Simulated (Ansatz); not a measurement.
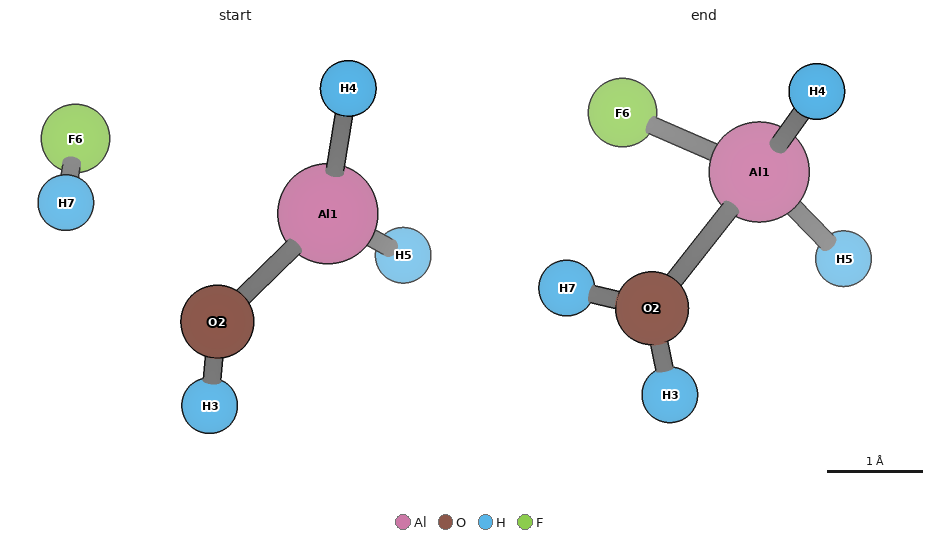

The structure of AlH₄OF before (left) and after (right) a relaxation, at one scale.

A ball-and-stick model, seen face on.

The run prepares an end point of a later path (reaction) calculation, from a guessed geometry.

These are results of Ansatz, RKS PBE0-D4/def2-SVPD, not measurements. (no spin polarisation; force threshold 0.03 eV/Å; at most 50 steps)

Question: Describe what moved and what it gained.

Answer: Over 14 accepted moves (16 points after the start) the energy falls by 113.0 kJ/mol. The largest force component goes from 0.53 to 0.011 eV/Å. The line search rejected the trial steps at points 7, 14 of the run. The largest move after the best rigid fit is that of H7, 1.06 Å. Largest moves by element: H 1.06 Å, F 0.88 Å, Al 0.66 Å, O 0.40 Å. Among the contacts that change: F6–H7 0.927 → 2.316 Å, O2–H7 2.202 → 0.969 Å, Al1–F6 2.884 → 1.714 Å, Al1–O2 1.765 → 2.023 Å. New bonds form, among them: Al1–F6 (2.88 → 1.71 Å), O2–H7 (2.20 → 0.97 Å). Bonds break, among them: F6–H7 (0.93 → 2.32 Å). Among the angles between lasting bonds that change: O2–Al1–H5 118.1° → 99.4°, O2–Al1–H4 115.0° → 105.5°, Al1–O2–H3 120.3° → 116.6°.

Limits of the set-up: the start holds two separate molecules, 2.2 Å apart at their closest, whose relative position is a soft coordinate.
